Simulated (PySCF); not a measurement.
## Electronic structure of C₃H₁₁FSi₂ in real space

Input

```
{"job": {"kind": "nmr", "xc": "PBE0", "basis": "pcSseg-1"}, "charge": 0, "multiplicity": 1}
C      2.699398    -0.137183    -0.325593
C      1.277761     0.384995    -0.149808
Si     0.112982    -0.911611     0.602170
C     -1.638604    -0.155476     0.814737
F     -1.559252     0.819699     1.823175
Si    -2.482321     0.652534    -0.702797
H      3.347318     0.629307    -0.747766
H      2.710856    -0.997592    -0.990696
H      3.117399    -0.445838     0.629701
H      0.896456     0.707932    -1.120899
H      1.300963     1.273308     0.484634
H     -0.027850    -2.076859    -0.280595
H      0.592115    -1.331070     1.923691
H     -2.298752    -0.924746     1.228972
H     -1.684601     1.802109    -1.125881
H     -3.825384     1.090265    -0.322975
H     -2.545480    -0.367743    -1.749981
```

Run with:

```sh
OMP_NUM_THREADS=1 python probes_run.py task.json out
```

Geometry: GFN2-xTB.

All numbers below come from PBE0/pcSseg-1, SCF density, gas phase, non-relativistic in PySCF.

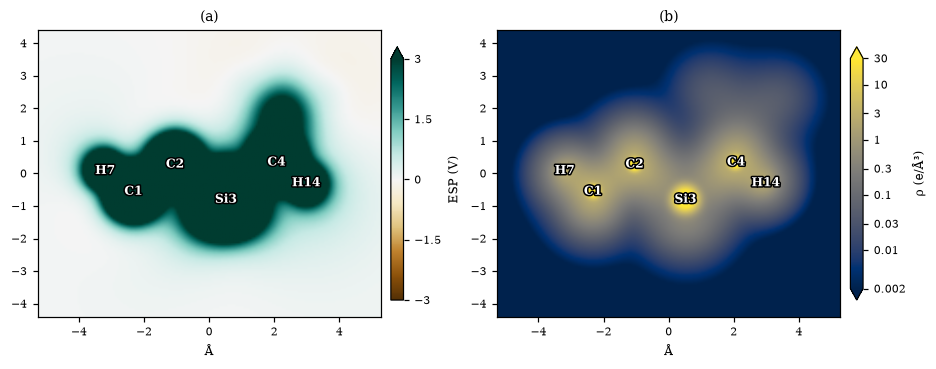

Figure 1. (a) molecular electrostatic potential; (b) electron density on the plane of atoms C2, C1 and H7.

**Read the bonding off the picture.**

The plane passes through C, Si and H nuclei.
C–C (1.52 Å): ρ is about 1.6 e/Å³ halfway.
C–Si (1.90 Å): ρ at the midpoint is about 0.93 e/Å³.
C–H (1.09 Å): the density is about 2 e/Å³ at the midpoint.
The potential has no marked negative region in this plane.

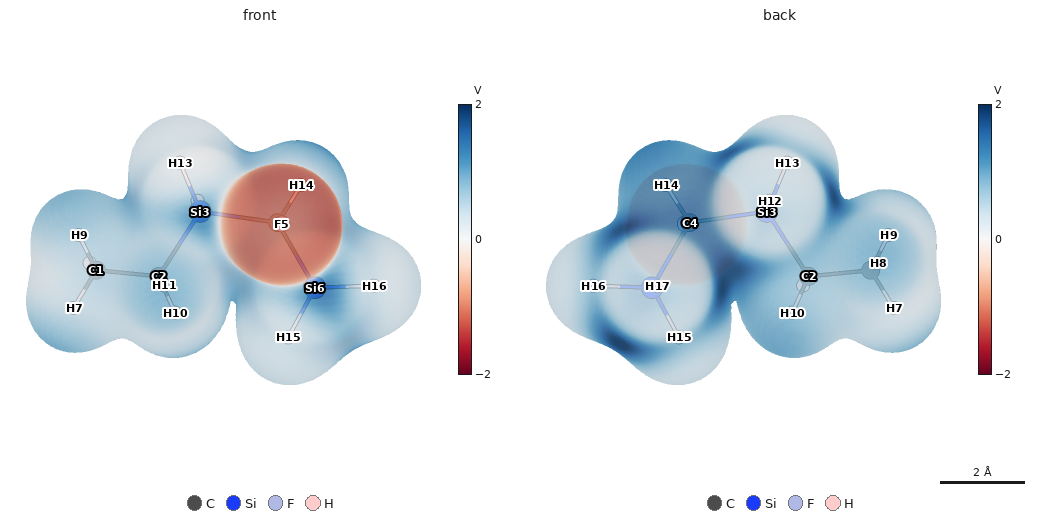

Figure 2. The electrostatic potential painted on the density surface at 0.004 e/bohr³, seen from the front and from behind; the colour scale runs from red (negative) to blue (positive).

**Describe the electrostatic potential map.**

The most negative region (about −1.2 V, or −28 kcal/mol for a unit charge) lies over F5, the most positive (about +1.9 V, or +44 kcal/mol for a unit charge) over Si3 and Si6.

**What dipole moment does the calculation give?**

Its dipole moment is 1.49 D.
